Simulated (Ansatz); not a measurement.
Species, as SMILES: [Cl][Ga] (Cl-Ga) (closed-shell singlet).
Geometry (B3LYP-D3(BJ)/def2-TZVP, fixed):
```xyz
2

Ga     0.0000     0.0000    -0.7929
Cl     0.0000     0.0000     1.4460
```

Basis-set convergence of the dipole moment at PBE with Ansatz (a first-principles code). Dipoles come from the density behind the forces; the sign is taken along the dipole that this method gives in the largest set. Cartesian d functions, on some or all atoms, in 3-21G, 6-31G**; all else is spherical. The program fits the integrals of some runs and decomposes those of others, by size. No added dispersion term, no relativity. Reference: the value in aug-pcseg-3, 2.469 D, itself unsure by roughly 0.005 D (its mean distance from aug-cc-pV(Q+d)Z, def2-QZVPPD). Deviations are taken from unrounded values.

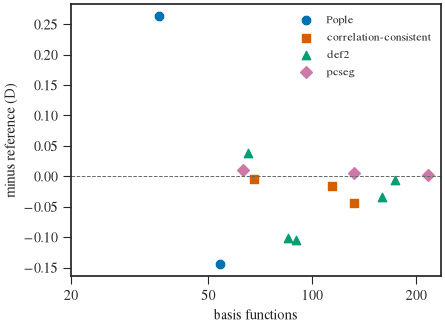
Figure: Deviation from the reference against the number of basis functions, by family of sets.

```json
[
 {"basis": "3-21G", "functions": "36", "dipole moment (D)": "2.732", "minus reference (D)": "0.263"},
 {"basis": "6-31G**", "functions": "54", "dipole moment (D)": "2.325", "minus reference (D)": "-0.144"},
 {"basis": "aug-pcseg-1", "functions": "63", "dipole moment (D)": "2.479", "minus reference (D)": "0.010"},
 {"basis": "def2-SVPD", "functions": "65", "dipole moment (D)": "2.507", "minus reference (D)": "0.038"},
 {"basis": "aug-cc-pV(D+d)Z", "functions": "68", "dipole moment (D)": "2.465", "minus reference (D)": "-0.004"},
 {"basis": "def2-TZVP", "functions": "85", "dipole moment (D)": "2.367", "minus reference (D)": "-0.102"},
 {"basis": "def2-TZVPP", "functions": "90", "dipole moment (D)": "2.364", "minus reference (D)": "-0.105"},
 {"basis": "aug-cc-pV(T+d)Z", "functions": "114", "dipole moment (D)": "2.453", "minus reference (D)": "-0.016"},
 {"basis": "cc-pV(Q+d)Z", "functions": "132", "dipole moment (D)": "2.425", "minus reference (D)": "-0.044"},
 {"basis": "pcseg-3", "functions": "132", "dipole moment (D)": "2.474", "minus reference (D)": "0.005"},
 {"basis": "def2-QZVPP", "functions": "159", "dipole moment (D)": "2.434", "minus reference (D)": "-0.035"},
 {"basis": "def2-QZVPPD", "functions": "174", "dipole moment (D)": "2.463", "minus reference (D)": "-0.006"},
 {"basis": "pcseg-4", "functions": "216", "dipole moment (D)": "2.472", "minus reference (D)": "0.003"}
]
```
